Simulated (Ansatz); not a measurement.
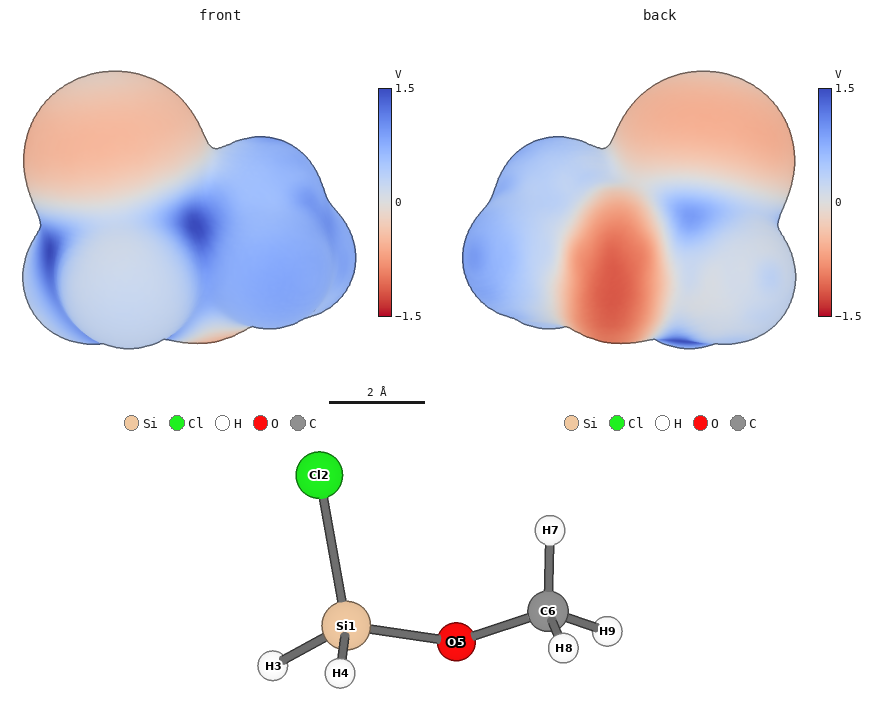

CH5ClOSi. The molecular electrostatic potential painted on the density surface at 0.002 e/bohr³, seen from the front and from behind; the colour scale runs from red (negative) to blue (positive). The bare structure is drawn below in the same view.

Computed with RKS B3LYP-D4/def2-SVP in Ansatz.

```xyz
9

Si    0.0427   -0.0452    0.0541
Cl    0.3083    0.2218    2.1025
H     1.3291    0.1821   -0.6386
H    -1.0115    0.9167   -0.3678
O    -0.3978   -1.6041   -0.2625
C    -1.5432   -2.2639    0.2380
H    -1.5421   -2.2913    1.3419
H    -2.4760   -1.7740   -0.0981
H    -1.5410   -3.2983   -0.1375
```

Question: Which sites attract a positive test charge, and which a negative one?

Answer: A positive charge is drawn to the negative regions and a negative charge to the positive ones. The most negative region (about −1.1 V) lies over O5, the most positive (about +1.4 V) over Si1. O5 is the likeliest acceptor of a hydrogen bond.
